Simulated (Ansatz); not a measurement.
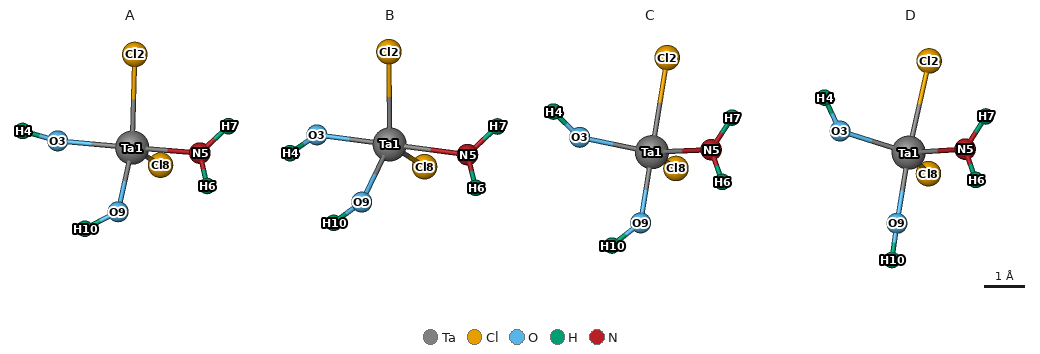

4 geometries from one relaxation of TaNH4O2Cl2, in shuffled order. The picture is a ball-and-stick view, seen at a tilt.

The run prepares the start of a later molecular dynamics calculation, from a guessed geometry.

These are results of RHF/def2-SVP in Ansatz 0.2.0, not measurements. (no spin polarisation; force threshold 0.02 eV/Å; at most 40 steps)

Put them in the order of the run, from the start to the converged end.

Answer. B, A, C, D. They are steps 0, 5, 10, 23, at +2.379 eV, +0.378 eV, +0.117 eV relative to the last. After 21 accepted moves (23 points after the start) the energy has fallen by 2.379 eV. The largest force component goes from 3.3 to 0.0028 eV/Å. The line search rejected the trial steps at points 12, 15 of the run. H4 moves most after the best rigid fit: 1.60 Å. By element the largest moves are H 1.60 Å, Cl 1.49 Å, O 1.16 Å, N 0.66 Å, Ta 0.28 Å. Among the contacts that change: Ta1–N5 2.160 → 1.962 Å, Ta1–O9 2.020 → 1.863 Å, Ta1–O3 2.020 → 1.887 Å, Ta1–Cl8 2.470 → 2.364 Å. Bond angles that change, for instance: Ta1–O9–H10 109.5° → 171.2°, O3–Ta1–N5 180.0° → 118.5°, Cl2–Ta1–O9 120.0° → 175.8°. The run took 70 s on 2 threads of Arm Neoverse V1 (shared host), peak memory 0.32 GiB.

Limits of the set-up: Hartree-Fock leaves out electron correlation.
